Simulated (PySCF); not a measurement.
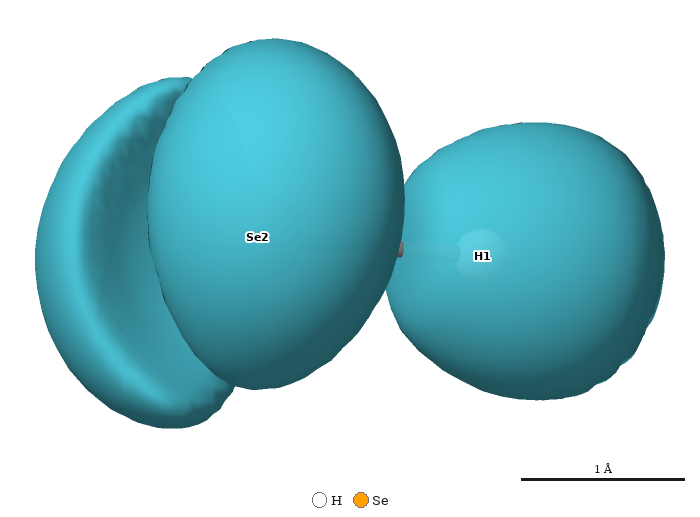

Figure. SeH (doublet). Isosurface of the electron localisation function at 0.85 (cyan), seen from one side. Core shells and regions of very low density are left out.

These are results of PBE0/cc-pVTZ(-PP), non-relativistic Hamiltonian with scalar-relativistic core potentials where named, at a bond length of 1.472 Å in PySCF 2.14.0, not measurements.

```xyz
2

H     0.0000    0.0000   -1.4537
Se    0.0000    0.0000    0.0183
```

Q: What do the ELF domains correspond to?

A: At this value the surface marks out one region around a hydrogen nucleus and two lobes on Se, pointing away from the bonds (non-bonding electrons, which may merge into one lobe). Along the contacts the grid gives the following. Se–H (1.47 Å): the ELF climbs to about 1 towards the hydrogen, as it does in any bond to H.
